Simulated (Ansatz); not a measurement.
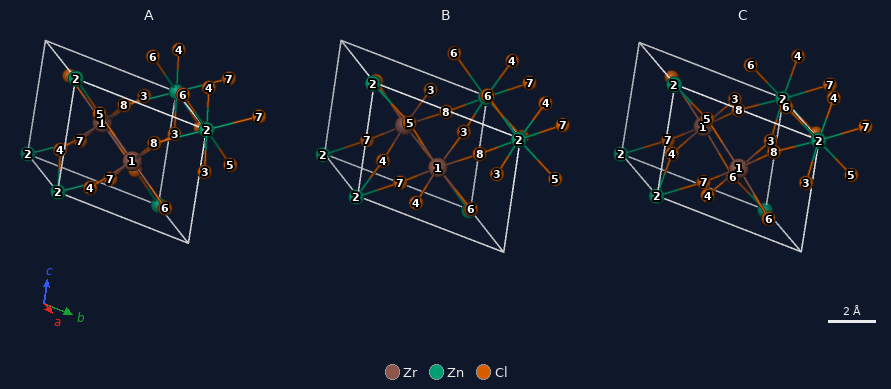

3 geometries from one relaxation of a crystal of ZrZnCl6 (built on the MgZrF6-225 type type), in shuffled order. A ball-and-stick model of the cell of the calculation, reduced to other axes, seen slightly off an axis. Lengths and directions refer to the drawn axes.

Case: shaken.

Theory: Ansatz, DFT, PBEsol, plane waves, PAW. Set-up: plane-wave cutoff 420 eV; k-point mesh 4 × 4 × 4; occupations fermi dirac; smearing width 0.05 eV; no spin polarisation; cell and atoms relaxed; force threshold 0.01 eV/Å; at most 120 steps.

### Order the frames from highest to lowest energy.

B, C, A. They are steps 0, 4, 11, at +0.715 eV per cell of the calculation, +0.435 eV per cell of the calculation relative to the last. Over 10 accepted moves (11 points after the start) the energy falls by 0.715 eV per cell of the calculation. Largest force component: 0.72 eV/Å at the start, 0.00094 eV/Å at the end. The pressure goes from 0.66 to −0.01 GPa. The SCF was repeated once at an unchanged geometry on a basis and grid sized afresh for the cell, which shifted the energy by 3.5 meV per cell of the calculation at most. The largest move relative to the cell is that of Cl4, 0.98 Å along −b. By element the largest moves are Cl 0.98 Å, Zn 0.10 Å, Zr 0.07 Å. The volume changes by −20.0 %, with a 6.836 → 6.175 Å (−9.7 %), b 6.872 → 6.176 Å (−10.1 %), c 6.884 → 6.640 Å (−3.5 %), α 89.6° → 90.0°, β 60.3° → 62.3°, γ 60.2° → 60.0°. Near-neighbour distances that change, for instance: Zn2–Cl8 2.279 → 2.446 Å, Zn2–Cl7 2.561 → 2.446 Å, Zr1–Cl8 2.575 → 2.462 Å, Zr1–Cl7 2.357 → 2.462 Å. Among the angles between lasting bonds that change: Zr1–Cl3–Zn2 176.5° → 135.0°, Zr1–Cl7–Zn2 176.0° → 135.0°, Zr1–Cl8–Zn2 174.6° → 135.0°. The space group (tolerance 0.01 Å) goes from P1 (No. 1) to R-3 (No. 148). Cost: 93 s on 4 threads of Arm Neoverse V1 (shared host), peak memory 0.7 GiB.
